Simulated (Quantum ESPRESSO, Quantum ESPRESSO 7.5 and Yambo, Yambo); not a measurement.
**BiOBr (P4/nmm): Bethe-Salpeter spectra with Yambo**

Wanted: excitons and ε₂ of BiOBr (P4/nmm), with cost.

Calculated with Quantum ESPRESSO 7.5 and Yambo 5.3.0; PBEsol and many-body steps on it, plane waves.

The database entry behind the starting cell differs from later determinations by our own check (0.1 to 0.3 % short, probably kX units), so it need not match the best structure at ambient conditions.

### 1. Set-up

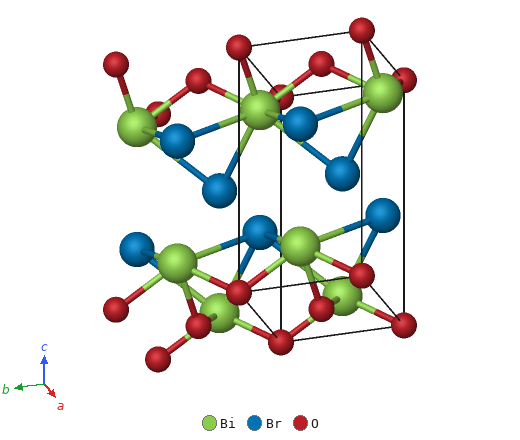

Start, viewed from a free direction; bismuth green, bromine blue, oxygen red. 1×2×1 cells are drawn. Some periodic images of atoms are drawn too.

The cell and positions come from the Crystallography Open Database and are kept as given unless a step says otherwise.

### 2. Empty states on the mesh, 4×4×2 mesh, 260 bands

This step: Quantum ESPRESSO 7.5; DFT, PBEsol with spin-orbit coupling, plane waves, norm-conserving pseudopotentials.

The sums over transitions need many empty states on a uniform mesh; this step solves for them.

pw.in

```
&control
  calculation = 'nscf'
  prefix = 'x'
  outdir = 'o'
  pseudo_dir = 'pseudo'
/
&system
  ibrav = 0
  nat = 6
  ntyp = 3
  ecutwfc = 76.0
  nbnd = 260
  force_symmorphic = .true.
  noncolin = .true.
  lspinorb = .true.
/
&electrons
  conv_thr = 1e-9
  electron_maxstep = 80
  diago_full_acc = .true.
  diago_thr_init = 5e-6
/
ATOMIC_SPECIES
  Bi 208.98 Bi.upf
  Br 79.904 Br.upf
  O 15.999 O.upf
CELL_PARAMETERS angstrom
  3.9160000000 0.0000000000 0.0000000000
  0.0000000000 3.9160000000 0.0000000000
  0.0000000000 0.0000000000 8.0770000000
ATOMIC_POSITIONS crystal
  Bi 0.0000000000 0.5000000000 0.1540000000
  Bi 0.5000000000 0.0000000000 0.8460000000
  Br 0.0000000000 0.5000000000 0.6530000000
  Br 0.5000000000 0.0000000000 0.3470000000
  O 0.0000000000 0.0000000000 0.0000000000
  O 0.5000000000 0.5000000000 0.0000000000
K_POINTS automatic
  4 4 2 0 0 0
```

Command:

```bash
> OMP_NUM_THREADS=1 mpirun -n 16 pw.x -nk 4 -in pw.in > pw.out
```

Log:

```text
Program PWSCF v.7.5 starts

     This program is part of the open-source Quantum ESPRESSO suite
     for quantum simulation of materials; please cite
         "P. Giannozzi et al., J. Phys.:Condens. Matter 21 395502 (2009);
         "P. Giannozzi et al., J. Phys.:Condens. Matter 29 465901 (2017);
         "P. Giannozzi et al., J. Chem. Phys. 152 154105 (2020);
     in publications or presentations arising from this work. More details at

     Atomic positions and unit cell read from directory:
     o/x.save/

     Message from routine setup:
[...]
6.4021   6.4021   7.0142   7.0142   7.1764   7.1764   7.3640   7.3640
     [... 21 further rows ...]
    47.2836  47.2836  47.4223  47.4223  47.6639  47.6639  47.9175  47.9175
    47.9648  47.9648  48.7471  48.7472

          k = 0.0000 0.2500-0.2424 (  9332 PWs)   bands (ev):

     [... further k-points ...]

     highest occupied, lowest unoccupied level (ev):     9.5638   11.4709

     XML data file, pseudopotentials, collected wavefunctions

=------------------------------------------------------------------------------=
   JOB DONE.
=------------------------------------------------------------------------------=
```

It took 83 s on 16 MPI ranks of Arm Neoverse V2, shared host; peak memory 2.7 GiB; 20 min of CPU time.

This step gave:

* gap: 1.907 eV
* k of the valence top: 0, -0.5, -0.5
* k of the conduction bottom: 0, 0, -0.5
* least direct gap: 1.909 eV
* k points computed: 12
* lowest point of the top converged band, above the valence top: 38.12 eV

On this mesh the gap is 1.907 eV.

The density comes from a self-consistent run that is not shown, made with spin-orbit coupling and fully relativistic files.

### 3. Conversion and set-up

This step: Yambo 5.3.0; conversion and set-up on PBEsol with spin-orbit coupling, plane waves, norm-conserving pseudopotentials.

The states are converted to the many-body program's format and the q mesh is built.

Command:

```bash
> (cd o/x.save; p2y > p2y.log; mv SAVE ../..); yambo > setup.log
```

Log:

```text
 Yambo, version 5.3.0

 [02] CORE Variables Setup
 =========================

  [02.01] Unit cells
  ==================

  Cell kind             :  Unknown
  Atoms in the cell     :  Bi  Br  O
  number of Bi atoms    :  2
  number of Br atoms    :  2
  number of O  atoms    :  2

  List of atomic masses
  Mass of Bi    :  208.9800
  Mass of Br    :  79.90400
  Mass of O     :  15.99900

  List of atomic coordinates    : [cc]
  Bi1       :  0.000000  3.700084  2.350551  order 1
  Bi2       :   3.70008   0.00000  12.91277  order 2
[...]
K/Q-points units:
 rlu = crystal or reduced units; cc = cartesian coordinates; iku = interal k-units

 Q [ 1]         [rlu]:  0.000000  0.000000  0.000000
 Q [ 2]         [rlu]:  0.000000  0.000000 -0.500000
 Q [ 3]         [rlu]:  0.000000  0.250000  0.000000
[...]
Q [ 8]         [rlu]:  0.250000  0.250000 -0.500000
 Q [ 9]         [rlu]:  0.250000 -0.500000  0.000000
 Q [10]         [rlu]:  0.250000 -0.500000 -0.500000
 Q [11]         [rlu]: -0.500000 -0.500000  0.000000
 Q [12]         [rlu]: -0.500000 -0.500000 -0.500000

  [03.01] X indexes
  =================

   [03.01.01] Sigma indexes
   ========================

 [06] Game Over & Game summary
```

Wall time 4.9 s (1 MPI rank); peak memory 0.25 GiB.

### 4. Screening and self-energy, 4×4×2 mesh, 260 bands, screening to 88.4 eV

Now the one-shot GW correction: screening in the RPA, then the self-energy of the levels asked for.

This step: G0W0 on PBEsol with spin-orbit coupling, plane waves, norm-conserving pseudopotentials.

gw1.in

```
HF_and_locXC
gw0
dyson
ppa
em1d
rim_cut
RandQpts= 1000000
RandGvec= 1 RL
EXXRLvcs= 76 Ry
VXCRLvcs= 304 Ry
Chimod= "HARTREE"
% BndsRnXp
 1 | 260 |
%
NGsBlkXp= 6.5 Ry
% LongDrXp
 1 | 1 | 1 |
%
% GbndRnge
 1 | 260 |
%
DysSolver= "n"
ExtendOut
PPAPntXp= 27.21138 eV
% QPkrange
 6 | 6 | 89 | 96 |
 2 | 2 | 89 | 96 |
 1 | 1 | 89 | 96 |
%
```

Command:

```bash
> OMP_NUM_THREADS=4 mpirun -n 4 yambo -F gw1.in -J gw1 -C gw1 > gw1.log
```

Log:

```text
 Yambo, version 5.3.0

 [02] CORE Variables Setup
 =========================

  [... cell, symmetries and grids as in the set-up ...]

  [02.05] Energies & Occupations
  ==============================

  [X] === General ===
  [X] Electronic Temperature                        :  0.000000  0.000000 [eV K]
  [X] Bosonic    Temperature                        :  0.000000  0.000000 [eV K]
  [X] Finite Temperature mode                       : no
  [X] El. density                                   :  0.74277E+24 [cm-3]
[...]
QP @ state[ 1 ] b range                          :   89   96
   QP @ state[ 2 ] K range                          :   6   6
   QP @ state[ 2 ] b range                          :   89   96
   GF energies kind                                 : Perdew, Burke & Ernzerhof SOL(X)+Perdew, Burke & Ernzerhof SOL(C)
   GF WF`s kind                                     : Perdew, Burke & Ernzerhof SOL(X)+Perdew, Burke & Ernzerhof SOL(C)
   Xs energies kind                                 : Perdew, Burke & Ernzerhof SOL(X)+Perdew, Burke & Ernzerhof SOL(C)
   Xs WF`s kind                                     : Perdew, Burke & Ernzerhof SOL(X)+Perdew, Burke & Ernzerhof SOL(C)

 [11] Game Over & Game summary
```

Run time: 7.1 min. Hardware: 4 MPI ranks; peak memory 14 GiB; 79 min of CPU time.

Numbers from this step:

```yaml
g0w0_gap_on_the_points_computed: 3.296 eV
starting_gap_on_the_mesh: 1.907 eV
k_of_the_valence_top: 0, -0.5, -0.5
k_of_the_conduction_bottom: 0, 0, -0.5
least_direct_g0w0_gap_on_the_computed_points: 3.740 eV
```

The gap on the mesh goes from 1.91 eV to 3.30 eV, a correction of +1.39 eV.

The gap opens by 1.389 eV; the next steps shift the empty bands rigidly by 1.831 eV, the correction at the start's least direct gap.

### 5. Excitons

Light makes an electron and a hole together. The Bethe-Salpeter equation adds their screened attraction and their exchange, in a window of bands around the gap.

This step: Bethe-Salpeter equation on PBEsol with a scissors shift with spin-orbit coupling, plane waves, norm-conserving pseudopotentials.

bse3.in

```
optics
bss
bse
em1s
dipoles
rim_cut
RandQpts= 1000000
RandGvec= 1 RL
Chimod= "HARTREE"
BSKmod= "SEX"
BSEmod= "resonant"
BSSmod= "d"
BSENGexx= 30 Ry
BSENGBlk= 6 Ry
% BSEQptR
 1 | 1 |
%
% BSEBands
 81 | 104 |
%
% BEnRange
 0 | 9 | eV
%
% BDmRange
 0.1 | 0.1 | eV
%
BEnSteps= 181
% BLongDir
 1 | 0 | 0 |
%
% BndsRnXs
 1 | 170 |
%
NGsBlkXs= 6 Ry
% LongDrXs
 1 | 1 | 1 |
%
% KfnQP_E
 1.831 | 1.0 | 1.0 |
%
WRbsWF
```

Command:

```bash
> OMP_NUM_THREADS=4 mpirun -n 4 yambo -F bse3.in -J bse3 -C bse3 > bse3.log
```

Log:

```text
 Yambo, version 5.3.0

 [02] CORE Variables Setup
 =========================

  [... cell, symmetries and grids as in the set-up ...]

  [02.05] Energies & Occupations
  ==============================

  [X] === General ===
  [X] Electronic Temperature                        :  0.000000  0.000000 [eV K]
  [X] Bosonic    Temperature                        :  0.000000  0.000000 [eV K]
  [X] Finite Temperature mode                       : no
  [X] El. density                                   :  0.74277E+24 [cm-3]
  [X] Fermi Level                                   :  9.563776 [eV]

  [X] === Gaps and Widths ===
  [X] Conduction Band Min                           :  1.907092 [eV]
  [X] Valence Band Max                              :  0.000000 [eV]
  [X] Filled Bands                                  :   92
  [X] Empty Bands                                   :   93  260
  [X] Direct Gap                                    :  1.908719 [eV]
  [X] Direct Gap localized at k                     :  2
  [X] Indirect Gap                                  :  1.907092 [eV]
  [X] Indirect Gap between kpts                     :   6   2
  [X] Last valence band width                       :  1.039323 [eV]
  [X] 1st conduction band width                     :  1.621804 [eV]

 [03] Transferred momenta grid and indexing
 ==========================================

 [BZ sampling] Q-grid is User defined and/or read from the database

 IBZ Q-points                                      :  12
 BZ  Q-points                                      :   32

 K/Q-points units:
 rlu = crystal or reduced units; cc = cartesian coordinates; iku = interal k-units

 Q [ 1]         [rlu]:  0.000000  0.000000  0.000000
 Q [ 2]         [rlu]:  0.000000  0.000000 -0.500000
 Q [ 3]         [rlu]:  0.000000  0.250000  0.000000
 Q [ 4]         [rlu]:  0.000000  0.250000 -0.500000
 Q [ 5]         [rlu]:  0.000000 -0.500000  0.000000
 Q [ 6]         [rlu]:  0.000000 -0.500000 -0.500000
 Q [ 7]         [rlu]:  0.250000  0.250000  0.000000
 Q [ 8]         [rlu]:  0.250000  0.250000 -0.500000
 Q [ 9]         [rlu]:  0.250000 -0.500000  0.000000
 Q [10]         [rlu]:  0.250000 -0.500000 -0.500000
 Q [11]         [rlu]: -0.500000 -0.500000  0.000000
 Q [12]         [rlu]: -0.500000 -0.500000 -0.500000

  [03.01] X + BSE indexes
  =======================

   [03.01.01] Sigma indexes
   ========================

 [04] Coloumb potential Random Integration (RIM)
 ===============================================

  [04.01] RIM initialization
  ==========================

  * Diagonal components only detected *

  8 x (sBL volume)        :  0.074190 [a.u.]
  sBZ random points       :  1000000
  Points outside the sBZ  :   7992674
  RL volume               :  0.296761 [a.u.]
  Integrated volume       :  0.297034 [a.u.]

  [04.02] RIM integrals
  =====================

  Gamma point sphere radius             :  0.076220 [a.u.]
  Points outside the sphere             :   799854
  [Int_sBZ(q=0) 1/q^2]*(Vol_sBZ)^(-1/3) =:  7.677820
                                 should be <:  7.795600

  Summary of Coulomb integrals for non-metallic bands |Q|[au] RIM/Bare

  Q [1] 0.100000E-4 0.984892 * Q [2] 0.205826 1.039738
  Q [3] 0.212265 1.055944 * Q [4] 0.295670 1.048372
  Q [7] 0.300188 1.052397 * Q [8] 0.363974 1.035934
  Q [5] 0.424530 1.021008 * Q [6] 0.471795 1.018539
  Q [9] 0.474639 1.018885 * Q [10] 0.517346 1.016385
  Q [11] 0.600376 1.012713 * Q [12] 0.634678 1.011433

 [WARNING] [Xs] User bands 1-170 break level degeneracy

 [05] External/Internal QP corrections
 =====================================

 [QP_apply] Action to be applied: USER defined scissor

  [05.01]  QP corrections report
  ==============================

  [K+QP] === General ===
  [K+QP] Electronic Temperature                     :  0.000000  0.000000 [eV K]
  [K+QP] Bosonic    Temperature                     :  0.000000  0.000000 [eV K]
  [K+QP] Finite Temperature mode                    : no
  [K+QP] El. density                                :  0.74277E+24 [cm-3]
[...]
[coarse-grid] Minimum Gap Correction  [ev]:  1.831000

  Eqp @ K [ 1]
  -151.8311 -151.8311 -151.8311 -151.8311 -108.4418 -108.4418 -108.4418 -108.4418
  -83.71939 -83.71939 -83.71901 -83.71901 -83.71136 -83.71136 -83.71112 -83.71112
  -59.79959 -59.79959 -59.79956 -59.79956 -59.77622 -59.77622 -59.77617 -59.77617
  -58.71949 -58.71949 -58.71947 -58.71947 -58.69944 -58.69944 -58.69934 -58.69934
  -58.68946 -58.68946 -58.68943 -58.68943 -23.44487 -23.44487 -23.41524 -23.41524
  -23.40525 -23.40525 -23.39105 -23.39105 -20.61340 -20.61340 -20.46047 -20.46047
[...]
[... 11 further rows ...]
[...]
Eqp @ K [ 2]
[...]
[... 11 further rows ...]
[...]
Eqp @ K [ 3]
[...]
[... 11 further rows ...]
[...]
Eqp @ K [ 4]
[...]
[... 11 further rows ...]
[...]
Eqp @ K [ 5]
[...]
[... 11 further rows ...]
[...]
Eqp @ K [ 6]
[...]
[... 11 further rows ...]
[...]
Eqp @ K [ 7]
[...]
[... 11 further rows ...]
[...]
Eqp @ K [ 8]
[...]
[... 11 further rows ...]
[...]
Eqp @ K [ 9]
[...]
-3.231368 -3.231364 -3.201127 -3.201122 -2.126933 -2.126932 -1.925956 -1.925955
     [... 77 further rows ...]
   25.07222  25.07222  25.07222  25.07222  25.60779  25.60779  25.60779  25.60779
   25.75295  25.75295  25.75295  25.75295  26.18904  26.18904  26.18905  26.18905

 [06] Dipoles
 ============

  [06.01] Setup: observables and procedures
  =========================================

  [WARNING] [x,Vnl] slows the Dipoles computation. To neglect it rename the ns.kb_pp file

  [WARNING] [r,Vnl^pseudo] included in position and velocity dipoles.

  [WARNING] In case H contains other non local terms, these are neglected

 [07] Static Dielectric Matrix
 =============================

 [WR./bse3//ndb.em1s]------------------------------------------------------------
  Brillouin Zone Q/K grids (IBZ/BZ)                :   12   32   12   32
  RL vectors                                       :  11473 [WF]
  Coulomb cutoff potential                         : none
  Electronic Temperature                           :  0.000000 [K]
  Bosonic    Temperature                           :  0.000000 [K]
  Static diel. fun.  energies                      : Perdew, Burke & Ernzerhof SOL(X)+Perdew, Burke & Ernzerhof SOL(C)
  wavefunctions                                    : Perdew, Burke & Ernzerhof SOL(X)+Perdew, Burke & Ernzerhof SOL(C)
  Global Gauge                                     : length
  X matrix size                                    :  205
  X band range                                     :    1  170
  X e/h energy range                               : -1.000000 -1.000000 [eV]
  X Time ordering                                  : T
  X Hxc Kernel                                     : HARTREE
  X Drude frequency                                :  0.000000  0.000000
  X poles                                          :  100.0000 [o/o]
  RL vectors in the sum                            :  11473
  [r,Vnl] included                                 : yes
  Field direction                                  :  0.577350E-5  0.577350E-5  0.577350E-5
  BZ energy Double Grid                            : no
  BZ energy DbGd points                            : 0
  BZ Q point size factor                           : -1.000000
  X Optical Averaged directions                    : none

 [08] Bethe Salpeter Equation driver
 ===================================

  [08.01] Bethe Salpeter Equation @q1
  ===================================

   [08.01.01] Transition pre-analysis @q1
   ======================================

   [08.01.02] Transition Groups build-up @q1
   =========================================

   [BSK] Transition groups (total):  24
   [BSK] Size (resonant):   4608
   [BSK]         (total):   4608
   [BSK] N. of matrices :  1

   [08.01.03] Loading Dipoles @q1
   ==============================

   [08.01.04] Independent Particles properties @q1
   ===============================================

   ==========================================================

   [BSE] Exchange components :  2355
   [BSE] Correlation components :   205   719

    [08.01.05.01] Screened interaction header I/O
    =============================================

    [08.01.05.02] Main kernel loop
    ==============================

    [08.01.05.03] Wave-Function Phases
    ==================================

    [BSE] WF phases found       :  35.06944 [o/o]

   [08.01.06] BSE solver(s) @q1
   ============================

   [08.01.07] Diago Solver @q1
   ===========================

 [11] Game Over & Game summary
```

Run time: 9.1 min. Hardware: 4 MPI ranks; peak memory 4.4 GiB; 66 min of CPU time.

Numbers from this step:

- transitions in the window: 4608
- direct gap of the transition levels: 3.740 eV
- lowest state: 3.435 eV
- first strong exciton (over a fiftieth of the strongest listed): 3.513 eV
- binding of the lowest state below the direct gap: 0.3046 eV
- Coulomb term of one mesh cell: 0.3434 eV

The binding is 0.89 times the screened Coulomb term of one mesh cell (0.34 eV), so it is not shown settled.

The lowest state lies at 3.435 eV, 0.305 eV under the direct gap.

Lines within 3 meV are set at the lowest of them, and the highest group, which the list may cut short, is left out; lines within 3 meV are set at the lowest of them, and the highest group, which the list may cut short, is left out. Lines of the exciton spectrum (strongest = 100):

```csv
position (eV),lines merged,"strength, relative"
3.435,3,0.4
3.448,1,0.0
3.511,3,66
3.522,1,0.0
3.674,4,0.7
3.752,4,100
4.074,1,0.0
4.077,2,39
4.098,1,0.0
```

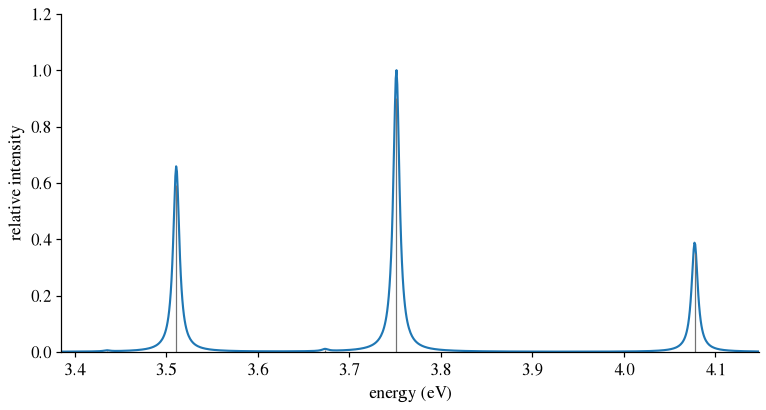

The exciton spectrum, broadened with Lorentzians of width 0.0083 eV; bars mark the lines.

The ε₂ has structure finer than the step of the table below, so its rows give means over 0.5 eV, whole bins alone (the curve runs from 0 to 9 eV). Peaks (eV: height): BSE 4.25: 17.6, 4.75: 13.9, 5.30: 14.6, 6.15: 12.7, 6.85: 9.23; no electron-hole interaction 5.30: 12.9, 5.75: 14.5, 6.45: 9.69, 7.40: 8.94, 8.10: 9.36.

Field along x; broadening 0.1 eV; transition window only. Limits: finite bands, cutoff and mesh; coarse k mesh; exciton not shown settled in the k mesh. The ε₂ by photon energy; means over each step:

```csv
photon energy (eV),BSE,no electron-hole interaction
0.5,0.0579,0.0436
1.0,0.0739,0.0536
1.5,0.0982,0.0680
2.0,0.139,0.0899
2.5,0.218,0.126
3.0,0.448,0.201
3.5,2.31,0.535
4.0,7.93,1.97
4.5,12.2,5.91
5.0,11.9,9.48
5.5,9.49,11.6
6.0,8.04,9.83
6.5,8.06,8.01
7.0,7.64,7.48
7.5,6.33,8.03
8.0,3.27,8.61
8.5,2.05,5.05
```

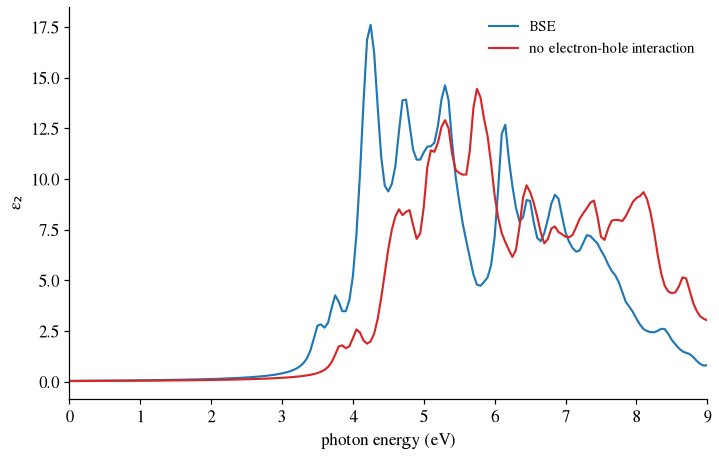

ε₂, plotted against photon energy.

[end of part 1 of 3]

[Paths, hosts, dates, memory and timing lines, banners, echoed tables and standing remarks are left out of the program output.]

[Logs are printed without paths, hosts, clocks, repeated set-up lines and the standing remarks that a program may print on its own settings, such as how far it seeks lower states.]

[Runs of the session that timed out or met a known fault of the program may be left out.]

[Hosts, paths, dates, database ids (printed as entryN), source tags and the programs' standing remarks are cut or masked in the printed files.]
